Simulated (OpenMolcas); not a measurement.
Single-point calculation of CH7NSn (part 2 of 2)

CH7NSn, SMILES C[NH][SnH3]; HF/ANO-R0, RHF, sfX2C (OpenMolcas 26.06). The geometry comes from this level: PBE0-D4/def2-TZVP.

Geometry of the input (Å):
```
C  -0.8984  0.7580  -0.8792
N  -0.3430  -0.5329  -0.5165
Sn 0.8973  -0.6294  1.0851
H  -1.6642  0.6376  -1.6527
H  -1.3968  1.2011  -0.0117
H  -0.1682  1.4946  -1.2475
H  0.0373  -1.0040  -1.3262
H  1.4517  -2.2390  1.1699
H  -0.0526  -0.1955  2.4337
H  2.2202  0.4584  0.9480
```

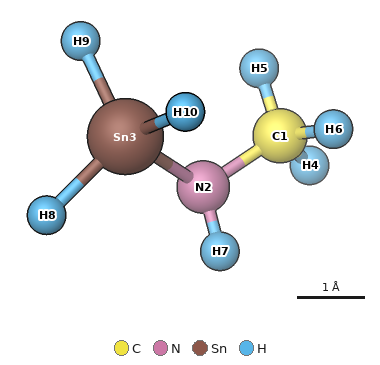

**Figure 1.** The input geometry (ball-and-stick view, seen at a tilt; atoms are numbered from 1 in the order of the input). Sticks mark near contacts.

Output, continued
```
      Mulliken charges per centre
      ---------------------------

                C1      N2      SN3     H4      H5      H6      H7      H8      H9      H10
      Total    6.7893  7.4591 49.2381  0.7163  0.7237  0.7676  0.7044  1.1858  1.1928  1.2228

      N-E     -0.7893 -0.4591  0.7619  0.2837  0.2763  0.2324  0.2956 -0.1858 -0.1928 -0.2228

      Total electronic charge=   70.000000

      Total            charge=   -0.000000
--

++    Static properties:
      ------------------

      LoProp Charges per center

                   C1       N2       SN3      H4       H5       H6       H7       H8       H9       H10
      Nuclear      6.0000   7.0000  50.0000   1.0000   1.0000   1.0000   1.0000   1.0000   1.0000   1.0000
      Electronic  -6.6574  -7.3680 -49.4390  -0.7680  -0.7741  -0.8173  -0.7634  -1.1256  -1.1285  -1.1587

      Total       -0.6574  -0.3680   0.5610   0.2320   0.2259   0.1827   0.2366  -0.1256  -0.1285  -0.1587
--

++    Natural Bond Order analysis
      ---------------------------
      Based on LoProp computed density
      -------------------------------------------------------------------------------------
      Atom A       Atom B       Bond Order
      -------------------------------------------------------------------------------------
      NBO located      0.993 non-bonded electrons on atom C1
      NBO located      0.978 non-bonded electrons on atom C1
      NBO located      0.998 non-bonded electrons on atom N2
      NBO located      1.005 non-bonded electrons on atom SN3
      NBO located      0.994 non-bonded electrons on atom SN3
      NBO located      1.003 non-bonded electrons on atom SN3
      NBO located      0.996 non-bonded electrons on atom SN3
      NBO located      0.996 non-bonded electrons on atom SN3
      NBO located      0.997 non-bonded electrons on atom SN3
      NBO located      0.998 non-bonded electrons on atom SN3
      NBO located      0.999 non-bonded electrons on atom SN3
      NBO located      0.999 non-bonded electrons on atom SN3
      NBO located      1.001 non-bonded electrons on atom SN3
      NBO located      1.000 non-bonded electrons on atom SN3
      NBO located      1.000 non-bonded electrons on atom SN3
      NBO located      1.000 non-bonded electrons on atom SN3
      NBO located      1.000 non-bonded electrons on atom SN3
      NBO located      1.000 non-bonded electrons on atom SN3
      NBO located      1.000 non-bonded electrons on atom SN3
      NBO located      1.000 non-bonded electrons on atom SN3
      NBO located      1.000 non-bonded electrons on atom SN3
      NBO located      1.000 non-bonded electrons on atom SN3
      NBO located      1.000 non-bonded electrons on atom SN3
      NBO located      1.000 non-bonded electrons on atom SN3
      NBO located      1.000 non-bonded electrons on atom SN3
      NBO located      1.000 non-bonded electrons on atom SN3
      The remaining   10.726 electrons are to be considered as diffuse
--

++    Molecular properties:
      ---------------------

      Charge (e):
                      =   -0.0000
      Dipole Moment (debye):
      Origin of the operator (angstrom)=    0.6043   -0.4804    0.7364
                   X= -8.0183E-01               Y=  1.3230E-01               Z= -2.2552E+00           Total=  2.3972E+00
      Quadrupole Moment (debye*angstrom):
      Origin of the operator (angstrom)=    0.6043   -0.4804    0.7364
                  XX= -5.8480E+01              XY= -1.3056E+00              XZ=  2.1562E-01              YY= -5.7506E+01
                  YZ=  3.4949E-01              ZZ= -5.4034E+01
      In traceless form (debye*angstrom)
                  XX= -2.7107E+00              XY= -1.9584E+00              XZ=  3.2343E-01              YY= -1.2487E+00
                  YZ=  5.2424E-01              ZZ=  3.9594E+00
--

--- Stop Module: scf /rc=_RC_ALL_IS_WELL_ ---

--- Start Module: localisation ---

                                           &LOCALISATION

                       available to each process: 1.9 GB of memory, 1 thread

 Header from vector file:

* SCF orbitals

 Pipek-Mezey localisation
 Convergence threshold:   1.0000E-06 (functional)
 Convergence threshold:   1.0000E-02 (gradient)
 Screening threshold  :   1.0000E-10 (orbital rotations)
 Frozen orbitals      :     20
 Orbitals to localise :     15

 CPU  time for localisation procedure:      0.01 seconds

++    Molecular orbitals:
      -------------------

      Title: Final localised MO's

      Molecular orbitals for symmetry species 1: a

      Basis set list:
        1 C1     1s                 10 N2     2pz                19 SN3    5px                28 SN3    3d2-               37 SN3    4d2+
        2 C1     2s                 11 SN3    1s                 20 SN3    2py                29 SN3    4d2-               38 H4     1s
        3 C1     2px                12 SN3    2s                 21 SN3    3py                30 SN3    3d1-               39 H5     1s
        4 C1     2py                13 SN3    3s                 22 SN3    4py                31 SN3    4d1-               40 H6     1s
        5 C1     2pz                14 SN3    4s                 23 SN3    5py                32 SN3    3d0                41 H7     1s
        6 N2     1s                 15 SN3    5s                 24 SN3    2pz                33 SN3    4d0                42 H8     1s
        7 N2     2s                 16 SN3    2px                25 SN3    3pz                34 SN3    3d1+               43 H9     1s
        8 N2     2px                17 SN3    3px                26 SN3    4pz                35 SN3    4d1+               44 H10    1s
        9 N2     2py                18 SN3    4px                27 SN3    5pz                36 SN3    3d2+

  Index Energy  Occupation Coefficients ...

    1-1078.6000    2.0000         11 SN3    1s     ( 0.987),

    2 -166.3900    2.0000         12 SN3    2s     ( 0.970),

    3 -149.2100    2.0000         20 SN3    2py    ( 0.995),

    4 -149.2100    2.0000         16 SN3    2px    (-0.791),    24 SN3    2pz    ( 0.605),

    5 -149.2100    2.0000         16 SN3    2px    ( 0.605),    24 SN3    2pz    ( 0.795),

    6  -33.7120    2.0000         13 SN3    3s     ( 0.977),

    7  -27.9480    2.0000         21 SN3    3py    ( 0.932),

    8  -27.9480    2.0000         17 SN3    3px    ( 0.754),    25 SN3    3pz    (-0.549),

    9  -27.9460    2.0000         17 SN3    3px    ( 0.599),    25 SN3    3pz    ( 0.799),

   10  -19.0560    2.0000         28 SN3    3d2-   ( 0.831),    30 SN3    3d1-   (-0.546),

   11  -19.0560    2.0000         34 SN3    3d1+   (-0.464),    36 SN3    3d2+   ( 0.822),

   12  -19.0550    2.0000         28 SN3    3d2-   ( 0.520),    30 SN3    3d1-   ( 0.828),

   13  -19.0550    2.0000         32 SN3    3d0    ( 0.816),    36 SN3    3d2+   (-0.468),

   14  -19.0540    2.0000         32 SN3    3d0    ( 0.458),    34 SN3    3d1+   ( 0.837),

   15  -15.4920    2.0000          6 N2     1s     ( 1.000),

   16  -11.3420    2.0000          1 C1     1s     ( 1.000),

   17   -6.0472    2.0000         14 SN3    4s     ( 0.994),

   18   -4.2198    2.0000         22 SN3    4py    ( 0.834),

   19   -4.2187    2.0000         18 SN3    4px    ( 0.674),    22 SN3    4py    ( 0.550),    26 SN3    4pz    (-0.492),

   20   -4.2129    2.0000         18 SN3    4px    ( 0.613),    26 SN3    4pz    ( 0.788),

   21    0.0000    2.0000         29 SN3    4d2-   ( 0.762),    33 SN3    4d0    (-0.604),

   22    0.0000    2.0000         29 SN3    4d2-   ( 0.405),    31 SN3    4d1-   ( 0.296),    33 SN3    4d0    ( 0.591),    35 SN3    4d1+   (-0.346),
                                  37 SN3    4d2+   ( 0.529),

   23    0.0000    2.0000         35 SN3    4d1+   ( 0.894),

   24    0.0000    2.0000         31 SN3    4d1-   (-0.699),    37 SN3    4d2+   ( 0.597),

   25    0.0000    2.0000         29 SN3    4d2-   (-0.421),    31 SN3    4d1-   ( 0.635),    33 SN3    4d0    (-0.414),    37 SN3    4d2+   ( 0.490),

   26    0.0000    2.0000          7 N2     2s     (-0.404),    10 N2     2pz    ( 0.438),    41 H7     1s     (-0.547),

   27    0.0000    2.0000          2 C1     2s     (-0.388),     3 C1     2px    (-0.377),     4 C1     2py    (-0.338),    40 H6     1s     (-0.572),

   28    0.0000    2.0000         43 H9     1s     ( 0.678),

   29    0.0000    2.0000          2 C1     2s     (-0.287),     4 C1     2py    ( 0.447),     7 N2     2s     (-0.324),     9 N2     2py    (-0.458),

   30    0.0000    2.0000          2 C1     2s     (-0.401),     3 C1     2px    ( 0.376),     5 C1     2pz    ( 0.406),    38 H4     1s     (-0.541),

   31    0.0000    2.0000          2 C1     2s     ( 0.393),     5 C1     2pz    ( 0.439),    39 H5     1s     ( 0.551),

   32    0.0000    2.0000         44 H10    1s     (-0.695),

   33    0.0000    2.0000         42 H8     1s     (-0.673),

   34    0.0000    2.0000          7 N2     2s     ( 0.419),     8 N2     2px    ( 0.401),    10 N2     2pz    ( 0.397),    15 SN3    5s     ( 0.353),
                                  19 SN3    5px    (-0.224),    27 SN3    5pz    (-0.369),

   35    0.0000    2.0000          7 N2     2s     ( 0.467),     8 N2     2px    (-0.681),     9 N2     2py    (-0.466),

   36    0.0657    0.0000         15 SN3    5s     (-1.347),    42 H8     1s     ( 0.769),    43 H9     1s     ( 0.708),    44 H10    1s     ( 0.699),

   37    0.1310    0.0000          2 C1     2s     (-0.422),     7 N2     2s     (-0.581),    23 SN3    5py    ( 0.827),    27 SN3    5pz    (-0.540),
                                  42 H8     1s     ( 0.544),    44 H10    1s     (-0.726),

   38    0.1455    0.0000         19 SN3    5px    (-0.678),    23 SN3    5py    ( 0.759),    27 SN3    5pz    ( 0.959),    42 H8     1s     ( 0.839),
                                  43 H9     1s     (-1.160),

   39    0.1648    0.0000          7 N2     2s     ( 0.633),    19 SN3    5px    ( 0.998),    23 SN3    5py    ( 0.759),    43 H9     1s     ( 0.501),
                                  44 H10    1s     (-0.972),

   40    0.2184    0.0000          2 C1     2s     (-1.067),    23 SN3    5py    (-0.566),    38 H4     1s     ( 0.719),    40 H6     1s     ( 0.605),
                                  42 H8     1s     (-0.539),

   41    0.2735    0.0000          5 C1     2pz    ( 0.688),    38 H4     1s     ( 0.557),    39 H5     1s     (-1.085),    41 H7     1s     ( 0.937),

   42    0.3431    0.0000          3 C1     2px    (-1.084),    38 H4     1s     (-0.785),    40 H6     1s     ( 1.366),

   43    0.4061    0.0000          5 C1     2pz    (-0.814),    10 N2     2pz    ( 0.739),    38 H4     1s     (-0.945),    39 H5     1s     ( 0.874),
                                  41 H7     1s     ( 0.895),

   44    0.5714    0.0000          2 C1     2s     (-0.587),     4 C1     2py    ( 0.907),     7 N2     2s     ( 0.486),     8 N2     2px    (-0.479),
                                   9 N2     2py    ( 0.879),

--

--- Stop Module: localisation /rc=_RC_ALL_IS_WELL_ ---

--- Start Module: localisation ---

                                           &LOCALISATION

                       available to each process: 1.9 GB of memory, 1 thread

 Header from vector file:

*Localised orbitals

 Pipek-Mezey localisation
 Convergence threshold:   1.0000E-06 (functional)
 Convergence threshold:   1.0000E-02 (gradient)
 Screening threshold  :   1.0000E-10 (orbital rotations)
 Frozen orbitals      :     35
 Orbitals to localise :      9

 CPU  time for localisation procedure:      0.00 seconds

++    Molecular orbitals:
      -------------------

      Title: Final localised MO's

      Molecular orbitals for symmetry species 1: a

      Basis set list:
        1 C1     1s                 10 N2     2pz                19 SN3    5px                28 SN3    3d2-               37 SN3    4d2+
        2 C1     2s                 11 SN3    1s                 20 SN3    2py                29 SN3    4d2-               38 H4     1s
        3 C1     2px                12 SN3    2s                 21 SN3    3py                30 SN3    3d1-               39 H5     1s
        4 C1     2py                13 SN3    3s                 22 SN3    4py                31 SN3    4d1-               40 H6     1s
        5 C1     2pz                14 SN3    4s                 23 SN3    5py                32 SN3    3d0                41 H7     1s
        6 N2     1s                 15 SN3    5s                 24 SN3    2pz                33 SN3    4d0                42 H8     1s
        7 N2     2s                 16 SN3    2px                25 SN3    3pz                34 SN3    3d1+               43 H9     1s
        8 N2     2px                17 SN3    3px                26 SN3    4pz                35 SN3    4d1+               44 H10    1s
        9 N2     2py                18 SN3    4px                27 SN3    5pz                36 SN3    3d2+

  Index Energy  Occupation Coefficients ...

    1-1078.6000    2.0000         11 SN3    1s     ( 0.987),

    2 -166.3900    2.0000         12 SN3    2s     ( 0.970),

    3 -149.2100    2.0000         20 SN3    2py    ( 0.995),

    4 -149.2100    2.0000         16 SN3    2px    (-0.791),    24 SN3    2pz    ( 0.605),

    5 -149.2100    2.0000         16 SN3    2px    ( 0.605),    24 SN3    2pz    ( 0.795),

    6  -33.7120    2.0000         13 SN3    3s     ( 0.977),

    7  -27.9480    2.0000         21 SN3    3py    ( 0.932),

    8  -27.9480    2.0000         17 SN3    3px    ( 0.754),    25 SN3    3pz    (-0.549),

    9  -27.9460    2.0000         17 SN3    3px    ( 0.599),    25 SN3    3pz    ( 0.799),

   10  -19.0560    2.0000         28 SN3    3d2-   ( 0.831),    30 SN3    3d1-   (-0.546),

   11  -19.0560    2.0000         34 SN3    3d1+   (-0.464),    36 SN3    3d2+   ( 0.822),

   12  -19.0550    2.0000         28 SN3    3d2-   ( 0.520),    30 SN3    3d1-   ( 0.828),

   13  -19.0550    2.0000         32 SN3    3d0    ( 0.816),    36 SN3    3d2+   (-0.468),

   14  -19.0540    2.0000         32 SN3    3d0    ( 0.458),    34 SN3    3d1+   ( 0.837),

   15  -15.4920    2.0000          6 N2     1s     ( 1.000),

   16  -11.3420    2.0000          1 C1     1s     ( 1.000),

   17   -6.0472    2.0000         14 SN3    4s     ( 0.994),

   18   -4.2198    2.0000         22 SN3    4py    ( 0.834),

   19   -4.2187    2.0000         18 SN3    4px    ( 0.674),    22 SN3    4py    ( 0.550),    26 SN3    4pz    (-0.492),

   20   -4.2129    2.0000         18 SN3    4px    ( 0.613),    26 SN3    4pz    ( 0.788),

   21    0.0000    2.0000         29 SN3    4d2-   ( 0.762),    33 SN3    4d0    (-0.604),

   22    0.0000    2.0000         29 SN3    4d2-   ( 0.405),    31 SN3    4d1-   ( 0.296),    33 SN3    4d0    ( 0.591),    35 SN3    4d1+   (-0.346),
                                  37 SN3    4d2+   ( 0.529),

   23    0.0000    2.0000         35 SN3    4d1+   ( 0.894),

   24    0.0000    2.0000         31 SN3    4d1-   (-0.699),    37 SN3    4d2+   ( 0.597),

   25    0.0000    2.0000         29 SN3    4d2-   (-0.421),    31 SN3    4d1-   ( 0.635),    33 SN3    4d0    (-0.414),    37 SN3    4d2+   ( 0.490),

   26    0.0000    2.0000          7 N2     2s     (-0.404),    10 N2     2pz    ( 0.438),    41 H7     1s     (-0.547),

   27    0.0000    2.0000          2 C1     2s     (-0.388),     3 C1     2px    (-0.377),     4 C1     2py    (-0.338),    40 H6     1s     (-0.572),

   28    0.0000    2.0000         43 H9     1s     ( 0.678),

   29    0.0000    2.0000          2 C1     2s     (-0.287),     4 C1     2py    ( 0.447),     7 N2     2s     (-0.324),     9 N2     2py    (-0.458),

   30    0.0000    2.0000          2 C1     2s     (-0.401),     3 C1     2px    ( 0.376),     5 C1     2pz    ( 0.406),    38 H4     1s     (-0.541),

   31    0.0000    2.0000          2 C1     2s     ( 0.393),     5 C1     2pz    ( 0.439),    39 H5     1s     ( 0.551),

   32    0.0000    2.0000         44 H10    1s     (-0.695),

   33    0.0000    2.0000         42 H8     1s     (-0.673),

   34    0.0000    2.0000          7 N2     2s     ( 0.419),     8 N2     2px    ( 0.401),    10 N2     2pz    ( 0.397),    15 SN3    5s     ( 0.353),
                                  19 SN3    5px    (-0.224),    27 SN3    5pz    (-0.369),

   35    0.0000    2.0000          7 N2     2s     ( 0.467),     8 N2     2px    (-0.681),     9 N2     2py    (-0.466),

   36    0.0000    0.0000         15 SN3    5s     ( 0.772),    23 SN3    5py    (-1.198),    42 H8     1s     (-1.457),

   37    0.0000    0.0000          7 N2     2s     (-0.510),     8 N2     2px    (-0.442),    10 N2     2pz    (-0.651),    15 SN3    5s     ( 0.525),
                                  19 SN3    5px    (-0.607),    27 SN3    5pz    (-0.811),

   38    0.0000    0.0000         15 SN3    5s     (-0.772),    27 SN3    5pz    (-0.985),    43 H9     1s     ( 1.448),

   39    0.0000    0.0000         15 SN3    5s     (-0.735),    19 SN3    5px    (-0.938),    23 SN3    5py    (-0.791),    44 H10    1s     ( 1.411),

   40    0.0000    0.0000         38 H4     1s     ( 1.527),

   41    0.0000    0.0000          7 N2     2s     ( 0.696),    41 H7     1s     (-1.377),

   42    0.0000    0.0000         40 H6     1s     (-1.516),

   43    0.0000    0.0000          5 C1     2pz    ( 0.812),    39 H5     1s     (-1.552),

   44    0.0000    0.0000          2 C1     2s     (-0.712),     4 C1     2py    ( 0.857),     7 N2     2s     ( 0.695),     9 N2     2py    ( 0.834),

--

--- Stop Module: localisation /rc=_RC_ALL_IS_WELL_ ---

.##################.
.# Happy landing! #.
.##################.

    Timing: Wall=4.14 User=3.59 System=0.53
```

Key numbers

| quantity | value |
| --- | --- |
| outcome | converged |
| total energy | −6269.547521 hartree |
| basis functions | 44 |
| HOMO | −10.93 eV |
| LUMO | 1.79 eV |
| dipole moment | 2.40 debye |
| hardware | 1 thread of Intel Xeon (Granite Rapids), 64 GiB of memory available, shared host |
| wall time | 4.5 s |
| peak memory | 0.42 GiB |
